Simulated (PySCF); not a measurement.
# C3H6BF3Si: electronic excitations

Wanted: the electronic excitations of C3H6BF3Si (`BC(=C)[Si](F)(F)CF`), by calculation.

Programs: PySCF 2.14.0, with density-fitted response routines of our own. Each step states its level of theory. These are calculated values for one molecule in the gas phase, unless marked as measured. Atoms count from 0, in the outputs and in this text.

## 1. The molecule as given

14 atoms, charge 0, multiplicity 1; geometry from: GFN2-xTB.

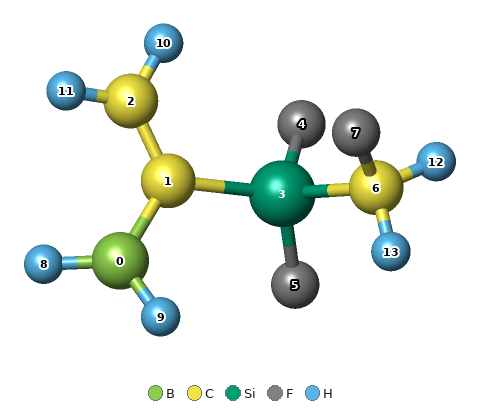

The starting geometry (boron green, carbon yellow, silicon teal, fluorine grey, hydrogen blue), atoms numbered.

## 2. TDDFT and polarisability: PBE0/def2-SVPD

What the job is given:

```
{"job": {"kind": "uv", "xc": "PBE0", "basis": "def2-SVPD", "nstates": 8, "ntriplets": 3}, "charge": 0, "multiplicity": 1}
B     -1.871104    -0.965792    -0.457220
C     -1.006108     0.200010     0.092698
C     -1.421527     0.930123     1.139281
Si     0.685596     0.545638    -0.647473
F      1.089273     2.093190    -0.494385
F      0.700624     0.389747    -2.247574
C      2.134774    -0.520123    -0.001335
F      1.949679    -0.887511     1.318074
H     -3.034902    -0.902763    -0.390409
H     -1.357823    -1.905344    -0.924314
H     -0.824325     1.711623     1.584350
H     -2.375793     0.742334     1.606930
H      3.085796     0.019768    -0.037738
H      2.245163    -1.451373    -0.563051
```

Method: TDDFT PBE0/def2-SVPD, vertical, gas phase, core orbitals frozen in the response.

Run with:

```sh
$ OMP_NUM_THREADS=1 python probes_run.py task.json out
```

This one command runs all jobs of the session in turn.

Log:

```text
coarse grid: 12952 points
cycle   1  E = -730.6885639813  dE =  6.266e-01  |g| = 7.682e-01  |ddm| = 5.713e+00
cycle   2  E = -730.5795204017  dE =  1.090e-01  |g| = 1.141e+00  |ddm| = 2.063e+00
cycle   3  E = -730.7949674458  dE = -2.154e-01  |g| = 6.909e-02  |ddm| = 1.130e+00
cycle   4  E = -730.7958512140  dE = -8.838e-04  |g| = 3.015e-02  |ddm| = 1.317e-01
cycle   5  E = -730.7960767452  dE = -2.255e-04  |g| = 7.124e-03  |ddm| = 4.537e-02
cycle   6  E = -730.7960857110  dE = -8.966e-06  |g| = 3.691e-03  |ddm| = 1.484e-02
cycle   7  E = -730.7960893072  dE = -3.596e-06  |g| = 6.491e-04  |ddm| = 5.285e-03
final grid: 123808 points
cycle   8  E = -730.8914472089  dE = -3.049e-05  |g| = 7.545e-03  |ddm| = 8.712e-02
cycle   9  E = -730.8914410458  dE =  6.163e-06  |g| = 9.496e-03  |ddm| = 1.944e-02
cycle  10  E = -730.8914613073  dE = -2.026e-05  |g| = 1.065e-03  |ddm| = 9.970e-03
cycle  11  E = -730.8914615332  dE = -2.259e-07  |g| = 2.157e-04  |ddm| = 1.464e-03
cycle  12  E = -730.8914615419  dE = -8.695e-09  |g| = 9.056e-05  |ddm| = 3.810e-04
cycle  13  E = -730.8914615437  dE = -1.746e-09  |g| = 3.531e-05  |ddm| = 1.485e-04
cycle  14  E = -730.8914615440  dE = -3.110e-10  |g| = 7.382e-06  |ddm| = 6.594e-05
converged SCF energy = -730.8914615440

Static polarisability (au): isotropic 73.644, principal 60.109 76.775 84.049

Singlet excitations
state   eV       nm        f      main configurations
  1   4.5979    269.7   0.01280   H->L 0.82, H-1->L 0.10
  2   5.3041    233.8   0.05963   H-1->L 0.62, H-3->L 0.19
  3   6.0156    206.1   0.01216   H-2->L 0.88
  4   6.2349    198.9   0.08120   H-3->L 0.58, H-1->L 0.16, H-4->L 0.12
  5   6.7525    183.6   0.03186   H->L+1 0.45, H-4->L 0.30, H-3->L 0.12
  6   6.7753    183.0   0.02518   H-4->L 0.52, H->L+1 0.34
  7   7.3925    167.7   0.05899   H-5->L 0.47, H-1->L+1 0.18, H->L+2 0.15
  8   7.4663    166.1   0.03349   H->L+2 0.41, H-5->L 0.36, H-1->L+1 0.10

Triplet excitations (Tamm-Dancoff, eV): 3.5243 4.3259 5.0594
```

It took 2 min on 1 thread of Intel Xeon at 2.50GHz, shared host; peak memory 0.86 GiB.

Frontier orbitals and where they lie:

| orbital | eV | atoms |
| --- | --- | --- |
| HOMO−3 | -10.20 | B0 29 %, H9 17 %, C1 12 % |
| HOMO−2 | -9.84 | F7 23 %, C1 14 %, B0 13 % |
| HOMO−1 | -9.09 | C1 31 %, C2 24 %, B0 12 % |
| HOMO | -8.53 | C1 23 %, C6 15 %, C2 14 % |
| LUMO | -2.56 | B0 33 %, C2 27 %, C1 19 % |
| LUMO+1 | -0.44 | C1 25 %, B0 24 %, C2 14 % |
| LUMO+2 | 0.27 | Si3 20 %, C6 18 %, F7 11 % |

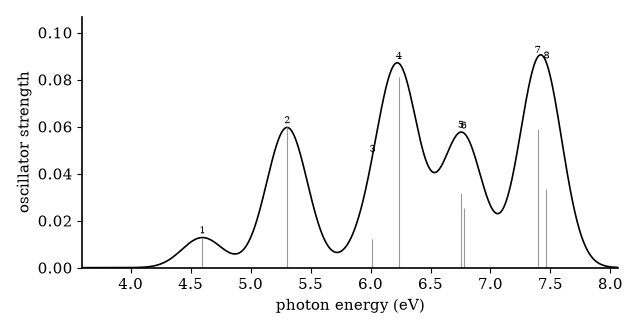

Absorption spectrum from the 8 singlet states computed; above the last one it falls off for lack of states. Lines are broadened to a width of 0.40 eV (Gaussian).

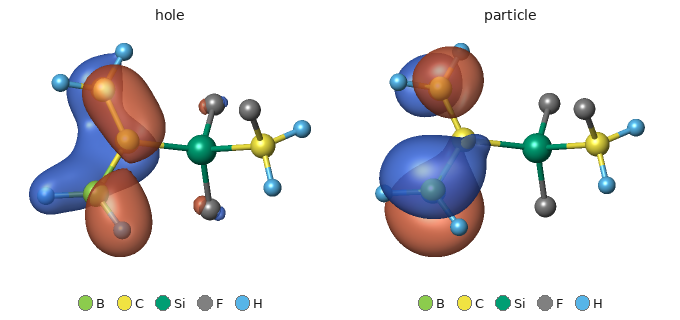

Leading natural transition orbitals of singlet state 4: the electron leaves the hole (left) for the particle orbital (right).

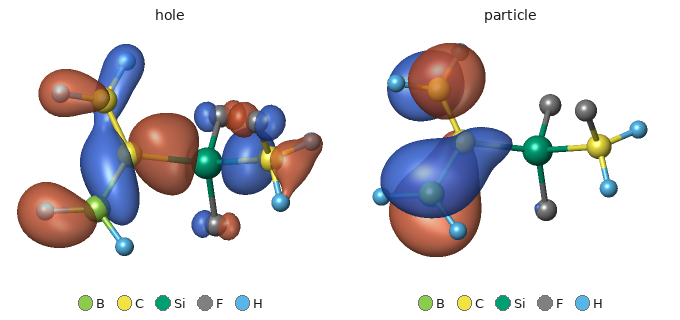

Leading natural transition orbitals of singlet state 1: the electron leaves the hole (left) for the particle orbital (right).

Further results of this job:

| property | computed |
| --- | --- |
| dipole moment (D) | 1.32 |
| polarisability (Å³) | 10.91 |
| HOMO–LUMO gap (eV) | 5.96 |
| −ε(HOMO) (eV) | 8.53 |

Orbitals, density, ELF and potential are computed afterwards from the orbital file.

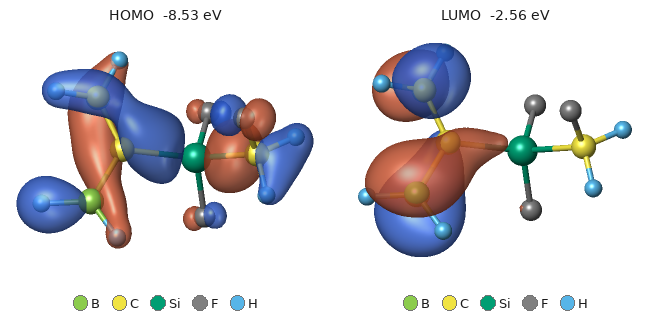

Frontier orbitals at PBE0/def2-SVPD; each surface holds 70 % of the orbital's density, blue and red mark the sign.

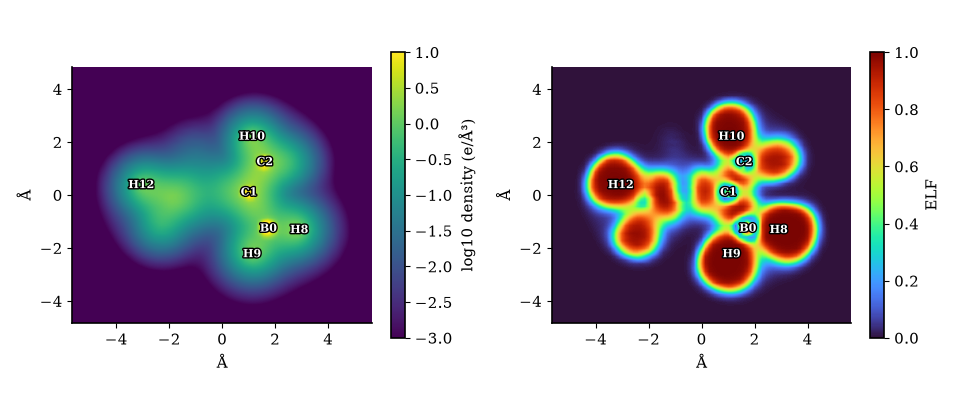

Density (left) and ELF (right) in a plane through or near 7 of the atoms.

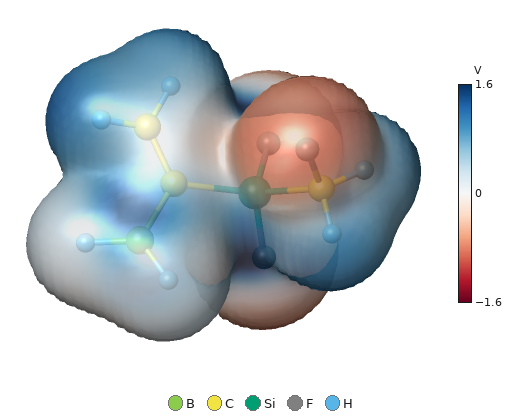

Electrostatic potential on the surface of density 0.002 e/bohr³; red is low, blue high. It runs from -0.87 V near F5 to 1.60 V near B0.

## 3. Results

| quantity | value |
| --- | --- |
| lowest singlet (PBE0/def2-SVPD) | 4.60 eV (270 nm), f = 0.013 |
| brightest single state of those computed | state 4, 6.23 eV, f = 0.081 |
| lowest triplet | 3.52 eV |
| surface potential, least and greatest | -0.87 V and 1.60 V |

**Reading.** The first singlet state (HOMO→LUMO 0.82, HOMO−1→LUMO 0.10) lies at 4.60 eV and is weak; of the 8 states computed, the strongest absorption comes from state 4 at 6.23 eV (the last state computed is bright too, and its partners may lie past the list). The lowest triplet lies 1.07 eV below the lowest singlet (triplets in Tamm-Dancoff, singlets in full TDDFT). By nearest atom (PBE0/def2-SVPD), the HOMO sits on C1 25 %; C2, C6 about 13 % each and the LUMO on B0 33 %; C2 24 %.
